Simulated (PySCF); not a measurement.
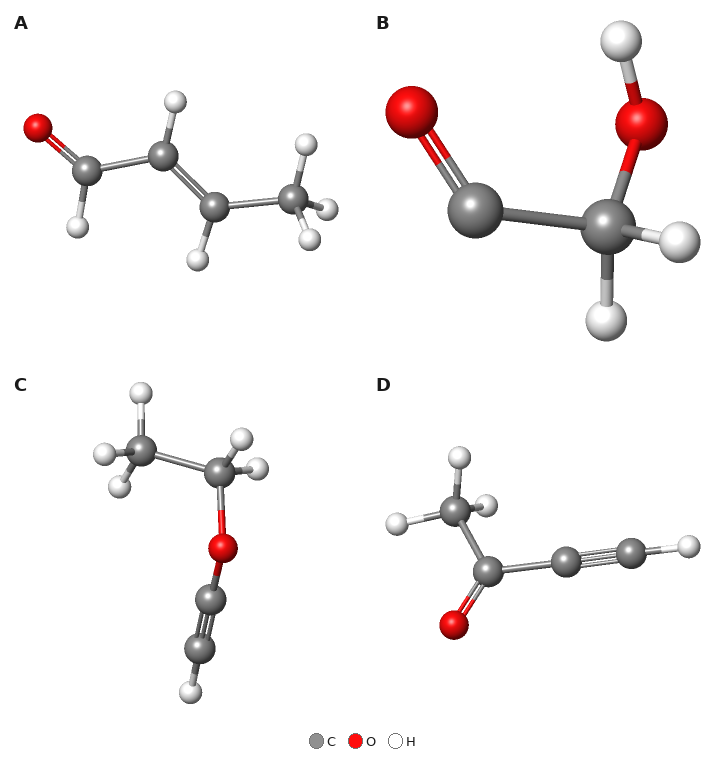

Figure made from data computed with PySCF.

**Match each picture to its SMILES.**
(1) C#COCC
(2) C#CC(C)=O
(3) O=[C]CO
(4) C/C=C/C=O

A is (4), B is (3), C is (1), D is (2).
